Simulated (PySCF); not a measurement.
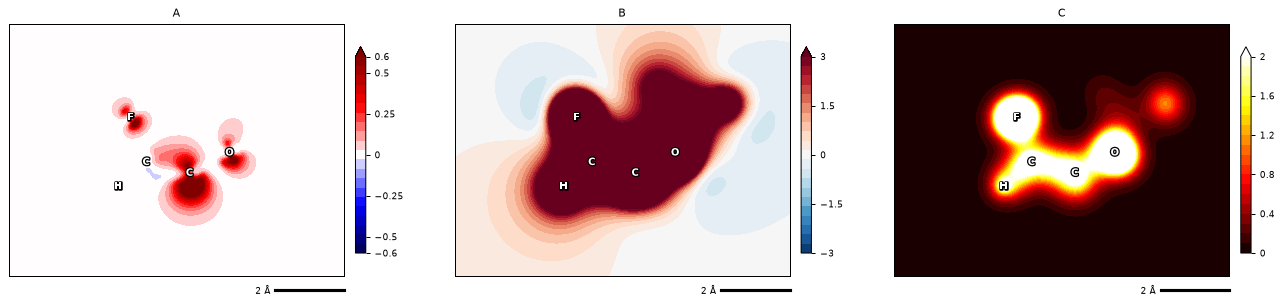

C3H2F3O (SMILES F/C=[C]\OC(F)F) (doublet): 3 fields on the plane of atoms F1, C2 and H8, with unlabelled colour scales.

Geometry: GFN2-xTB.

The calculation used PySCF, UKS B3LYP, pcH-1 on C F H O, non-relativistic, mean-field spin-orbit, GIAO.

Q: Which field does each panel show? The fields are: electron density, electrostatic potential and spin density.

A: Panel A: spin density (confined to the atoms that carry the unpaired spin). Panel B: electrostatic potential (strongly positive close to the atoms, with negative regions outside electron-rich atoms). Panel C: electron density. From the grid: C–C (1.30 Å): ρ at the midpoint is about 2.4 e/Å³. C–O (1.32 Å): ρ is about 2.5 e/Å³ halfway.
